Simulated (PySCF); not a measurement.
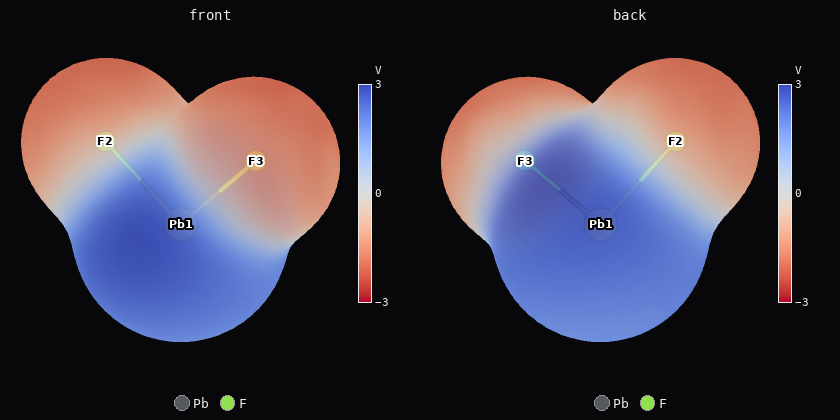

Figure 1: F2Pb (Pb(F)2). The electrostatic potential painted on the density surface at 0.002 e/bohr³, seen from the front and from behind; red is negative and blue positive.

Core potentials replace the inner electrons of Pb.

Level of theory: PySCF 2.14.0, RKS PBE0, Pb def2-SVP with ECP60, F def2-SVP; non-relativistic Hamiltonian with scalar-relativistic core potentials where named; density fitting.

### Describe the electrostatic potential map.

The most negative region (about −2.0 V) lies over F2 and F3, the most positive (about +2.9 V) over Pb1.

### What dipole moment does the calculation give?

Its dipole moment is 4.79 D.
